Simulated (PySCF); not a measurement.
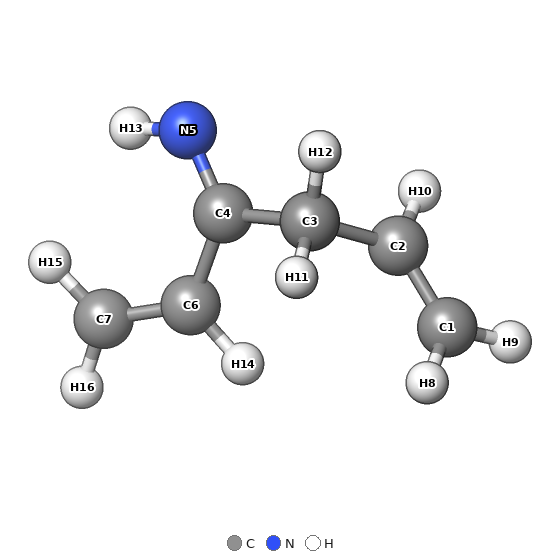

Geometry used (C₆H₉N, SMILES [H]/N=C(\C=C)CC=C).

Kohn-Sham orbital energies near the frontier, PBE0/def2-SVPD in PySCF, at a GFN2-xTB geometry (no frequency check), isolated molecule; empty levels in grey, levels within 0.03 eV side by side.

### Where do the frontier orbitals lie?

HOMO at −7.32 eV, LUMO at −1.48 eV, 5.84 eV apart.

### List the levels with the atoms that carry most of them (a dash for levels above zero or within 0.03 eV of another, where shares mean little).

| orbital | energy (eV) | Löwdin shares |
| --- | --- | --- |
| LUMO+1 | 0.29 | – |
| LUMO | −1.48 | C7 23 %, N5 18 %, C6 18 % |
| HOMO | −7.32 | N5 44 %, C1 10 %, C4 10 % |
| HOMO−1 | −7.72 | C7 24 %, C6 21 %, N5 17 % |
| HOMO−2 | −8.01 | N5 26 %, C1 20 %, C2 20 % |

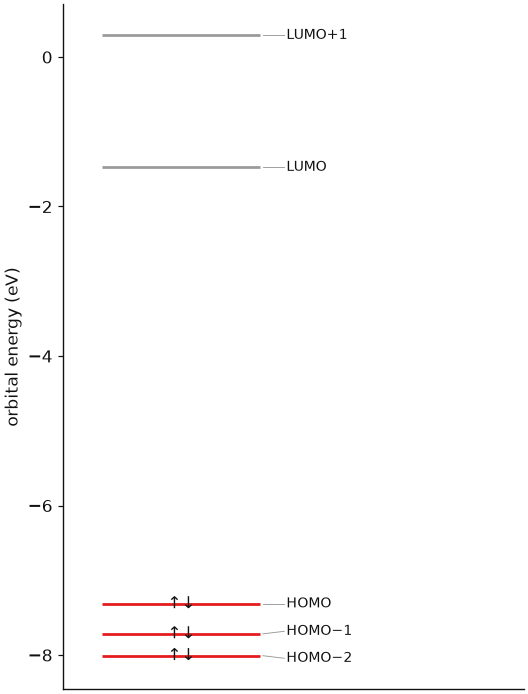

Caveats: the tight-binding geometry is rougher than a DFT one and adds to the error; one conformer of a flexible molecule; empty levels above zero depend strongly on the basis.
